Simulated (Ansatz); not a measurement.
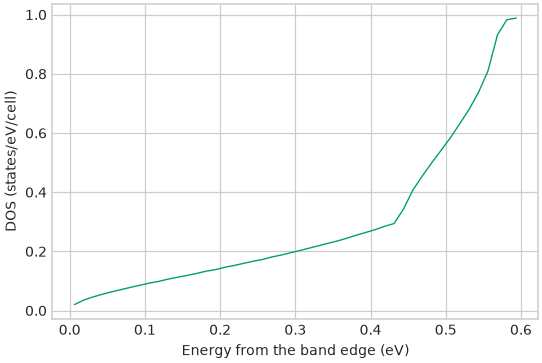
Figure: Density of states of YN (Fm-3m) below the valence band maximum, HSE06, rigid bands (Ansatz, a program for electronic structure); cell volume 28.6 Å³.

Problem. What effective density of states at 300 K does this give (∫ g(E) exp(−E/k_BT) dE, both spins, divided by the cell's size)?

Solution. 3.5e19 cm⁻³, a density-of-states mass of 1.24 mₑ, valleys and band degeneracy included.

Spin-orbit coupling is left out; where it splits the top of the valence band, N_v and the p-type Seebeck coefficient come out somewhat high without it. Geometry: cell and atoms relaxed with PBEsol.
